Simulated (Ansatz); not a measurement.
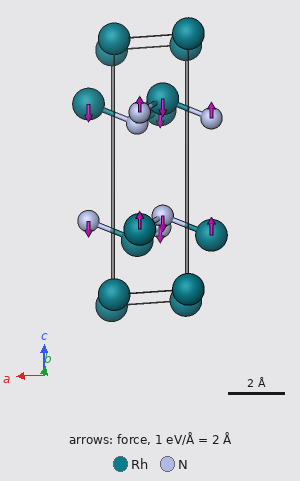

Starting geometry of solid Rh$_{3}$N$_{2}$ (built on the A-type sesquioxide_164 type) with the computed forces as purple arrows. A ball-and-stick model of the cell of the calculation, seen from a free direction.

Case: A-type sesquioxide type (P-3m1, No. 164).

The calculation used Ansatz 0.2.0, DFT PBE, scalar-relativistic, plane waves, PAW. (plane-wave cutoff 420 eV; k-point mesh 12 × 12 × 4; occupations gaussian; smearing width 0.1 eV; no spin polarisation; cell and atoms relaxed; force threshold 0.01 eV/Å; at most 80 steps)

Question: What follows when this structure is relaxed?

Answer: It isn't relaxed: the largest force vector, on Rh atoms, is 0.34 eV/Å. The final displacements follow the starting forces only in part (cosine between the two patterns 0.33). The largest moves relative to the cell, 0.080 Å, are those of N atoms. By element the largest moves are N 0.080 Å, Rh 0.033 Å. The drawn cell changes as follows: a = b 3.044 → 3.063 Å (+0.6 %), c 9.311 → 9.413 Å (+1.1 %); the volume changes by +2.4 %. The space group stays P-3m1 (No. 164). After 6 accepted moves (8 points after the start) the energy has fallen by 2.6 meV per atom. Largest force component: 0.34 eV/Å at the start, 0.00082 eV/Å at the end. Pressure: 0.03 GPa at the start and 0.02 GPa at the end. The SCF was repeated twice at an unchanged geometry on a basis and grid sized afresh for the cell, which shifted the energy by 0.6 meV per atom at most.
